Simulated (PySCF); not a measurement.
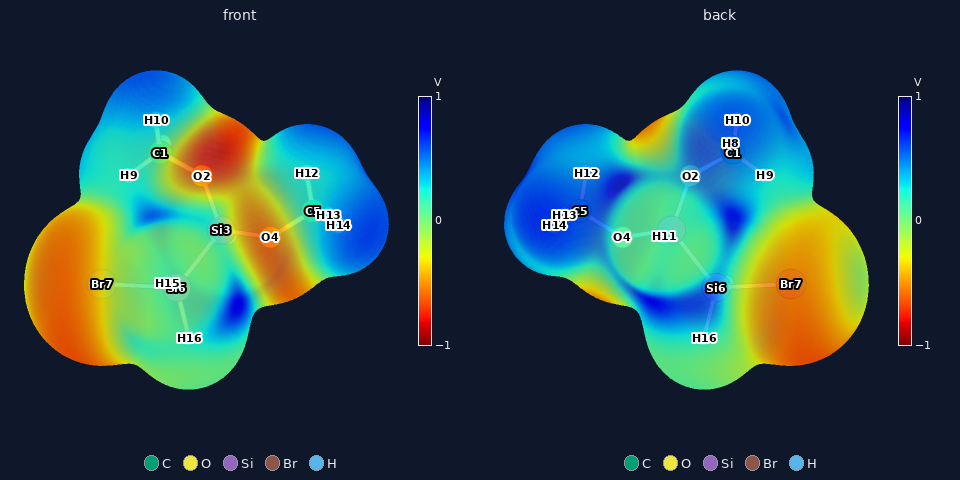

The picture shows: C$_{2}$H$_{9}$BrO$_{2}$Si$_{2}$ (SMILES CO[SiH](OC)[SiH2]Br). The molecular electrostatic potential painted on the density surface at 0.001 e/bohr³, seen from the front and from behind; red is negative and blue positive.

Geometry: GFN2-xTB.

Computed with PySCF 2.14.0, wB97X-D/def2-SVPD, SCF density, gas phase.

| atom | x (Å) | y (Å) | z (Å) |
| --- | --- | --- | --- |
| C | -1.8790 | -0.8639 | 1.2962 |
| O | -0.6374 | -0.8328 | 0.6503 |
| Si | 0.2710 | 0.4241 | 0.1764 |
| O | 1.5518 | -0.1655 | -0.6093 |
| C | 2.5259 | -1.0371 | -0.1214 |
| Si | -0.6395 | 1.5928 | -1.5568 |
| Br | -2.5824 | 2.4479 | -0.8538 |
| H | -1.7634 | -0.6055 | 2.3503 |
| H | -2.5826 | -0.1641 | 0.8412 |
| H | -2.2731 | -1.8769 | 1.2131 |
| H | 0.6590 | 1.2001 | 1.3652 |
| H | 2.0719 | -1.9670 | 0.2225 |
| H | 3.0640 | -0.5779 | 0.7100 |
| H | 3.2246 | -1.2492 | -0.9309 |
| H | -1.0785 | 0.8855 | -2.7637 |
| H | 0.0599 | 2.7985 | -2.0005 |

**Describe the electrostatic potential map.**

The most negative region (about −0.8 V) lies over O2, the most positive (about +0.7 V) over Si3 and Si6.
